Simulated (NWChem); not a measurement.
**CASSCF(6,8)/6-311G run of C3H7P (SMILES CC(C)=P)**

Aim: the energy change on altering one bond length of C3H7P at CASSCF(6,8)/6-311G, from 2 runs. 

Program for the calculation: NWChem 7.3.0.

3 further runs of the same task are left out: 1 that didn't finish, 2 set aside as unsound or not needed.

## 1. The system as given

C3H7P has 11 atoms, charge 0, and is taken as a singlet. As SMILES, `CC(C)=P`. The coordinates come from a GFN2-xTB relaxation.

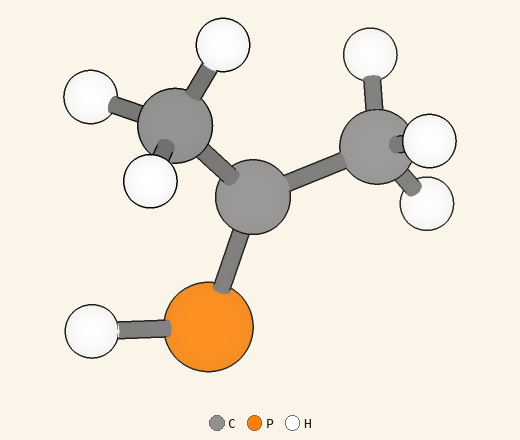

The structure, seen from a chosen angle (carbon grey, phosphorus orange, hydrogen white).

## 2. A single-point energy at CASSCF(6,8)/6-311G

File struct.nw:

```
start struct
title "C3H7P energy"
memory stack 880 mb heap 220 mb global 1100 mb

geometry units angstroms noautosym nocenter noautoz
   C     -0.519800     0.957800    -0.571840
   C     -0.087130    -0.371150    -0.028270
   C      1.045050    -0.347550     0.945970
   P     -0.795380    -1.838810    -0.449150
   H      0.088060     1.761400    -0.161440
   H     -1.563930     1.154510    -0.326420
   H     -0.432160     0.978420    -1.658430
   H      0.782020     0.257490     1.815390
   H      1.297020    -1.351530     1.281720
   H      1.927790     0.102410     0.488850
   H     -1.741540    -1.303000    -1.336380
end

basis spherical bse
   C library 6-311G
   P library 6-311G
   H library 6-311G
end

scf
   maxiter 60
   direct
   print low
end

mcscf
   active 8
   actelec 6
   multiplicity 1
   maxiter 50
end

task mcscf energy
```

Command:

```console
$ nwchem struct.nw > struct.out
```

What it wrote, shortened:

```text
[...]
     --- Warning:  143 Hessian diagonals < 0.05 ---
     --- Conjugacy reset ---
[...]
     --- Warning:  110 Hessian diagonals < 0.05 ---
[...]
     --- Warning:   97 Hessian diagonals < 0.05 ---
[...]
     --- Warning:   97 Hessian diagonals < 0.05 ---
[...]
     --- Warning:   97 Hessian diagonals < 0.05 ---
     --- Conjugacy reset ---
[...]
     --- Warning:   97 Hessian diagonals < 0.05 ---
[...]
       Total MCSCF energy =   -458.399261990986
[...]
```

Run time: 2 min. Hardware: 1 thread of AMD EPYC 9R45 (Zen 5), shared host; peak memory 0.1 GiB.

## 3. The distorted shape, same level

File m1.nw:

```
start m1
title "C3H7P energy"
memory stack 880 mb heap 220 mb global 1100 mb

geometry noautosym nocenter noautoz
 C       -0.511036       0.959862      -0.680499
 C       -0.078366      -0.369088      -0.136929
 C        1.053814      -0.345488       0.837311
 P       -0.786616      -1.836748      -0.557809
 H        0.096824       1.763462      -0.270099
 H       -1.555166       1.156572      -0.435079
 H       -0.432160       0.978420      -1.658430
 H        0.790784       0.259552       1.706731
 H        1.305784      -1.349468       1.173061
 H        1.936554       0.104472       0.380191
 H       -1.732776      -1.300938      -1.445039
end

basis spherical bse
 * library 6-311G
end

scf
 nopen 0
 rhf
 maxiter 60
 direct
end

mcscf
 active 8
 actelec 6
 multiplicity 1
 maxiter 50
end

task mcscf energy
```

Command:

```console
$ nwchem m1.nw > m1.out
```

What it wrote, shortened:

```text
[...]
     --- Warning:  143 Hessian diagonals < 0.05 ---
     --- Conjugacy reset ---
[...]
     --- Warning:  107 Hessian diagonals < 0.05 ---
[...]
     --- Warning:   97 Hessian diagonals < 0.05 ---
[...]
     --- Warning:   97 Hessian diagonals < 0.05 ---
[...]
     --- Warning:   97 Hessian diagonals < 0.05 ---
[...]
     --- Warning:   97 Hessian diagonals < 0.05 ---
[...]
       Total MCSCF energy =   -458.391313182258
[...]
```

Run time: 98 s. Hardware: 1 thread of AMD EPYC 9R45 (Zen 5), shared host; peak memory 0.11 GiB.

## 4. Results

At CASSCF(6,8)/6-311G:

```
                                                                quantity          value
                                               first shape: total energy  -458.39926 Eh
    first shape: dipole moment (of the density that the program reports)         2.00 D
                                           distorted shape: total energy  -458.39131 Eh
distorted shape: dipole moment (of the density that the program reports)         2.03 D
       energy change with the C1–H7 bond shortened from 1.090 to 0.981 Å       0.216 eV
```

With the C1–H7 bond shortened from 1.090 to 0.981 Å the energy rises by 0.22 eV (20.9 kJ/mol). The first shape isn't relaxed at this level, so the change isn't measured from a minimum. Mulliken charges (distorted shape) run from -0.52 on C1 to +0.26 on P4; they depend strongly on the basis.
